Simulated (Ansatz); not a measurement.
# TiO2 (I4/m): how G0W0 depends on its starting point, part 2 of 2

One-shot GW is not self-consistent; how far does the start matter for TiO2 (I4/m)?

Ansatz 0.2.0; G0W0 on several functionals, plane waves, PAW. Known limits of the many-body steps: not at the basis limit.

So far. Step 2 (G0W0 on LDA): The gap on the mesh goes from 1.53 eV to 3.21 eV, a correction of +1.69 eV. Between the two edge states, bare exchange in place of the xc potential would open the gap by 12.44 eV, and correlation takes back 10.75 eV.

In doubt: masses and optical values from hybrid runs of this build are listed as unsure (step 4), which bears on the screening that GW takes from such a start.

**3. G0W0 on r2SCAN**

The same correction from a different start measures what one shot leaves open.

This step: G0W0 on r2SCAN, plane waves, PAW; PAW set soft_1.

The input, input.yaml:

```yaml
crystal:
  lattice:
    - [-4.3507577183, 4.3507577183, 1.8875555959]
    - [4.3507577183, -4.3507577183, 1.8875555959]
    - [4.3507577183, 4.3507577183, -1.8875555959]
  atoms:
    - { symbol: Ti, position: [0.2922817, 0.00285525, 0.29513695] }
    - { symbol: Ti, position: [0.00285525, 0.7077183, 0.71057354] }
    - { symbol: Ti, position: [0.99714475, 0.2922817, 0.28942646] }
    - { symbol: Ti, position: [0.7077183, 0.99714475, 0.70486305] }
    - { symbol: O, position: [0.49886382, 0.15078472, 0.64964854] }
    - { symbol: O, position: [0.16166201, 0.8403974, 0.00205942] }
    - { symbol: O, position: [0.15078471, 0.50113618, 0.65192089] }
    - { symbol: O, position: [0.15960259, 0.16166201, 0.32126461] }
    - { symbol: O, position: [0.8403974, 0.83833799, 0.67873539] }
    - { symbol: O, position: [0.84921528, 0.49886382, 0.34807911] }
    - { symbol: O, position: [0.83833799, 0.15960259, 0.99794058] }
    - { symbol: O, position: [0.50113618, 0.84921529, 0.35035146] }
kpoints:
  mp_grid: { grid: [4, 4, 4] }
hamiltonian:
  xc: r2scan
  pseudopotentials: { kind: paw, azcp: { folder: soft_1 } }
scf:
  occupations: { method: fixed }
gw:
  n_empty_bands: 364
  ecut_chi: 108
  qp_bands: [v4, c4]
  qp_kpoints: band_edges
  screening: { model: contour_deformation }
```

Command:

```console
$ ansatz run input.yaml --threads 3 --pin off --max-ram 92160MiB --backend cuda --events-out ev --progress --plain --runs-dir out --devices 1 --max-vram 13GiB
```

Numbers of over 12 decimals in the logs are rounded to 6 here.

The program printed:

```text
GPUs: using 1 of 1 available (devices: 1).
[...]
GPU FFT provider: cuFFT
GPU libraries: cuBLAS 13.8.2, cuFFT 12.4.0, cuSOLVER 12.3.4
Crystal: 12 atoms, lattice volume = 142.919 Å³
Basis set: ecut = 500 eV, 3623 PW (Γ), exchange–correlation on 192×192×192 points (64 copies of the dense FFT grid, shifted against one another)
Bands: 60, of which v1, the nominal top of the filled ones, is band 48 counted from 1 (47 counted from 0)
Symmetry: 8 space group operations
[...]
k-points: 14 of 64
[...]
GPU buffer pool allocated for 110592 grid points (all kernels)
[...]
SCF iter   1: F=—  HF=-14584.734755 eV  |F-HF|=—  |Δ(HF+E_count)|=         —  Δρ=6.88e-2  dr2=7.11e0  dr2_τ=1.20e0  ethr=3.10e-3  ⟨swp⟩=4.2  Hψ=2552  notcnv=0  defer=127
[...]
SCF iter  10: F=-14584.775261 eV  HF=-14584.775261 eV  |F-HF|=1.00e-8  |Δ(HF+E_count)|=   2.76e-7  Δρ=4.36e-6  dr2=2.73e-8  dr2_τ=1.51e-9  ethr=1.04e-10  ⟨swp⟩=10.4  Hψ=2962  notcnv=0
SCF 1 converged in 10 iterations: F = -14584.775261 eV  dr2 = 2.73e-8
[...]
NSCF: frozen V_eff on 14 k-points
[...]
G₀W₀ screening: q 1/14
[... further progress lines ...]
[...]
SCF converged after 10 iterations
Free energy (F): -14584.775261 eV
[...]
Internal energy: -14584.775261 eV  (E = F + TS)
E sigma→0 (E₀):  -14584.775261 eV
Fermi energy:    6.392312 eV
[...]
--- Band table (eV; the first three rows and the last of 14) ---
  k-point 0: bands = [... 44 lower, 5.4024, 5.4024, 5.4093, 5.6801, 8.4036, 9.7985, 9.7985, 9.8353, ... 8 higher]
  k-point 1: bands = [... 44 lower, 5.1877, 5.3733, 5.4332, 5.7527, 8.6339, 9.6239, 9.6556, 9.9104, ... 8 higher]
  k-point 2: bands = [... 44 lower, 5.1757, 5.4129, 5.4179, 5.7217, 9.0593, 9.3043, 9.5135, 10.0640, ... 8 higher]
  k-point 13: bands = [... 44 lower, 5.1106, 5.1976, 5.1976, 6.3923, 9.6422, 9.6422, 9.6899, 9.8664, ... 8 higher]
[...]
bands read: the sum over 412 bands ends inside a degenerate multiplet in 1 slot, whose members it reads at an even weight; the widest, k=0: bands 412 to 413 (counted from 1) at 1/2 each
[...]
0    45      5.4024   -25.8940     4.5896   -21.3253  0.7318     5.4233     5.4233  root
     0    46      5.4024   -25.8940     4.5896   -21.3253  0.7318     5.4233     5.4233  root
     0    47      5.4093   -25.8035     4.5383   -21.2850  0.7365     5.4291     5.4292  root
     0    48      5.6801   -25.3414     4.6204   -20.7094  0.7233     5.6685     5.6685  root
     0    49      8.4036   -12.5367    -6.1569   -19.8810  0.7509     9.6137     9.5910  root
     0    50      9.7985   -13.9405    -6.4671   -21.6865  0.7271    11.1116    11.0773  root
     0    51      9.7985   -13.9405    -6.4671   -21.6865  0.7271    11.1116    11.0773  root
     0    52      9.8353   -13.9906    -6.8592   -22.1965  0.7239    11.2212    11.1820  root
[...]
13    49      9.6422   -13.1945    -6.9172   -21.4072  0.7268    10.9735    10.9376  root
    13    50      9.6422   -13.1945    -6.9172   -21.4072  0.7268    10.9735    10.9376  root
    13    51      9.6899   -13.6286    -6.2146   -21.0929  0.7348    10.9702    10.9396  root
    13    52      9.8664   -13.5352    -7.3057   -22.1895  0.7181    11.2575    11.2150  root
```

Run time: 63 s. Hardware: 1 × NVIDIA H100 80GB HBM3 (shared by 6 runs) with 3 threads of AMD EPYC 7R13 (Zen 3), shared host; peak memory 2.1 GiB; 1.8 min of CPU time.

This step gave:

* bands summed: 412
* RPA ε∞ on this mesh (eigenvalues): 5.313, 5.369, 5.369
* plane waves in the screening matrix: 371
* q-points in the mesh: 64
* G0W0 gap on the mesh: 3.130 eV
* k of the valence top: -0.5, -0.5, -0.5
* k of the conduction bottom: 0, 0, 0
* starting gap on the mesh: 2.011 eV
* Z at the valence top: 0.7295
* Z at the conduction bottom: 0.7509
* least direct G0W0 gap on the computed points: 3.922 eV

Against the run with 4×4×4 mesh, 364 empty bands, screening to 108 eV, PAW set soft_1 files on LDA, the gap moves by −0.08 eV, while the start moved by +0.49 eV.

**4. G0W0 on HSE06**

This step: G0W0 on HSE06, plane waves, PAW; PAW set soft_1.

input.yaml, as its differences from that of step 3:

```diff
@@ -21,3 +21,3 @@
 hamiltonian:
-  xc: r2scan
+  xc: hse06
   pseudopotentials: { kind: paw, azcp: { folder: soft_1 } }
```

The program printed:

```text
GPUs: using 1 of 1 available (devices: 1).
[...]
davidson cushion auto → on  (no smearing: the cushion is to keep the highest requested band from converging to the state above it; pin scf.eigensolver.cushion to override)
[...]
GPU FFT provider: cuFFT
GPU libraries: cuBLAS 13.8.2, cuFFT 12.4.0, cuSOLVER 12.3.4
Crystal: 12 atoms, lattice volume = 142.919 Å³
Basis set: ecut = 420 eV, 2795 PW (Γ)
[...]
0    51     10.3526   -13.4049    -6.0346   -20.2768  0.7617    11.1996    11.1898  root
     0    52     10.4161   -13.5413    -6.3782   -20.8066  0.7581    11.3144    11.3031  root
[...]
13    49     10.1894   -13.0841    -5.7805   -19.7011  0.7693    11.0351    11.0260  root
    13    50     10.2273   -12.7311    -6.4157   -19.9714  0.7608    11.0616    11.0519  root
    13    51     10.2273   -12.7311    -6.4157   -19.9714  0.7608    11.0616    11.0519  root
    13    52     10.5020   -13.1351    -6.7604   -20.7500  0.7526    11.3677    11.3565  root
[key lines of the parts left out:]
Free energy (F): -14551.403208 eV
Fermi energy:    5.811285 eV
```

The job ended after 95 s (1 × NVIDIA H100 80GB HBM3 (shared by 6 runs) with 3 threads; peak memory 2.6 GiB).

Numbers from this step:

* bands summed: 412
* RPA ε∞ on this mesh (eigenvalues): 4.261, 4.450, 4.450
* plane waves in the screening matrix: 371
* G0W0 gap on the mesh: 3.429 eV
* k of the valence top: -0.5, -0.5, -0.5
* k of the conduction bottom: 0, 0, 0
* starting gap on the mesh: 3.025 eV
* least direct G0W0 gap on the computed points: 4.255 eV

Against the run with 4×4×4 mesh, 364 empty bands, screening to 108 eV, PAW set soft_1 files on r2SCAN, the gap moves by +0.30 eV, while the start moved by +1.01 eV.

**5. The starts together**

All on the 4×4×4 mesh with 364 empty bands and screening to 108 eV. Times are wall times on 1 × NVIDIA H100 80GB HBM3 (shared by 6 runs) with 3 threads of AMD EPYC 7R13 (Zen 3), shared host, good to a factor of about two.

```csv
start,starting gap (eV),shift (eV),G0W0 gap (eV),RPA ε∞ (harmonic mean),"Z (valence, conduction)",time
LDA,1.53,+1.69,3.21,6.19,"0.72, 0.74",45 s
r2SCAN,2.01,+1.12,3.13,5.35,"0.73, 0.75",63 s
HSE06,3.02,+0.40,3.43,4.39,"0.76, 0.78",95 s
```

The parts of the quasiparticle energy at the two band edges (eV; QP = start + Σx + Σc − Vxc):

```csv
run,edge,start,Σx,Σc,Vxc,Z,QP
LDA,valence top,6.37,-25.82,4.47,-21.26,0.72,6.29
LDA,conduction bottom,7.90,-12.62,-6.28,-20.51,0.74,9.50
r2SCAN,valence top,6.39,-25.97,4.46,-21.58,0.73,6.46
r2SCAN,conduction bottom,8.40,-12.54,-6.16,-19.88,0.75,9.59
HSE06,valence top,5.81,-26.02,4.20,-22.20,0.76,6.19
HSE06,conduction bottom,8.84,-12.02,-5.75,-18.56,0.78,9.62
```

For a hybrid start, Vxc holds its share of exact exchange.

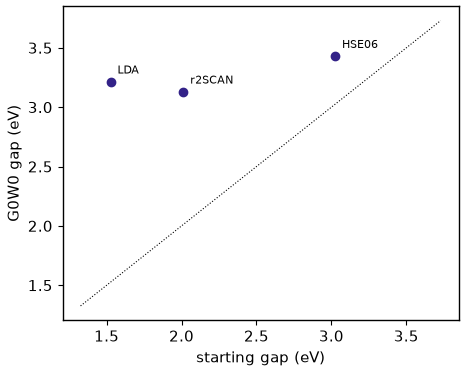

G0W0 gap against starting gap; on the dotted line the correction would vanish.

**6. Outcome**

| Quantity | Value |
| --- | --- |
| G0W0@LDA | 3.21 eV (start 1.53 eV) |
| G0W0@r2SCAN | 3.13 eV (start 2.01 eV) |
| G0W0@HSE06 | 3.43 eV (start 3.02 eV) |
| known limits | not at the basis limit |

**Reading.** The starting gaps span 1.50 eV and the G0W0 gaps 0.30 eV. Between LDA and HSE06, 0.22 eV of the 1.50 eV survives, 14 %. The order is not kept throughout: r2SCAN starts 0.49 eV above LDA and ends 0.08 eV below it, so orbitals matter beside the gap. HSE06 screens less than LDA (ε∞ 4.39 against 6.19). Of the 0.22 eV by which its G0W0 gap is higher, the correlation part gives +0.80 eV, and exchange with the one-particle terms, which follow the orbitals, −0.58 eV. The smallest correction, +0.40 eV, is on HSE06, the start nearest to reproducing itself. Bands and cutoff are finite, so the gap is not at the basis limit. The miss can reach some tenths of an eV and take either sign; the mesh is an error of its own.

[Paths, hosts, dates, memory and timing lines, banners, echoed tables and standing remarks are left out of the program output.]

[Logs are printed without paths, hosts, clocks, repeated set-up lines and the standing remarks that a program may print on its own settings, such as how far it seeks lower states.]

[Runs of the session that timed out or met a known fault of the program may be left out.]

[Cells called generated may have been cut or substituted from an entry of the Crystallography Open Database or the Materials Project.]

[Hosts, paths, dates, database ids (printed as entryN), source tags and the programs' standing remarks are cut or masked in the printed files.]
